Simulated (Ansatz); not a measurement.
CdSe (zinc blende) is sheared across one {111} plane, shuffle cut: the third cell vector gains the shift, so faults repeat every 10.5 Å. The cut lies between planes 2.63 Å apart; the cell height is held.

```
CdSe
1.0
    4.30049     0.00000     0.00000
    2.15025     3.72433     0.00000
    0.00000     0.00000    10.53401
Se Cd
3 3
Cartesian
  4.30049   2.48289   9.21726
  2.15025   1.24144   2.19458
  0.00000   0.00000   5.70592
  0.00000   0.00000   8.33942
  4.30049   2.48289   1.31675
  2.15025   1.24144   4.82809
```

In-plane vectors a = (4.300, 0.000) Å, b = (2.150, 3.724) Å, area 16.02 Å². The shift is s times the vector a + b (length 7.449 Å), so s = 1 restores the start. Atoms relax along the normal only. γ = [E(shift) − E(0)] / area.

Level of theory: PBEsol (plane waves to 420 eV, PAW, scalar-relativistic; Ansatz, an electronic-structure program). k mesh 8×8×3 (Γ-centred), Fermi-Dirac smearing 0.05 eV. E is the zero-smearing estimate. Faults lie only 10.5 Å apart, and holding the cell height raises γ above its relaxed value. CdSe was relaxed with its symmetry unable to fall. The zero of γ is zero shift.

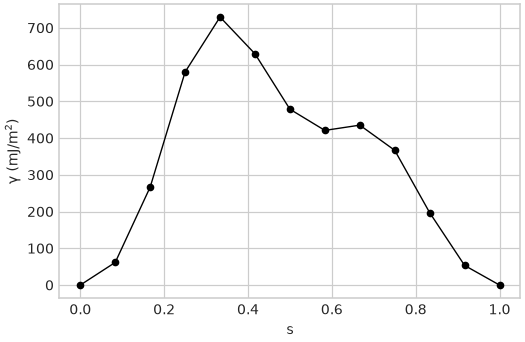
Fig. 1. γ (mJ/m²) against s; computed points joined by lines (the last repeats the first, one period on).

The highest computed γ on the line is 729 mJ/m² and the γ at the local minimum along the line, s = 0.583 is 421 mJ/m². The steepest slope dγ/d(shift) before the first maximum (spline) comes out as 5.3 GPa. Position of the highest point: s = 0.333. Local minima between the ends: s = 0.583.

A slope of 1 mJ/m² per Å is 0.01 GPa.

(The slope of γ gives the shear force per area between the displaced halves; near zero shift its curvature is an elastic stiffness.)
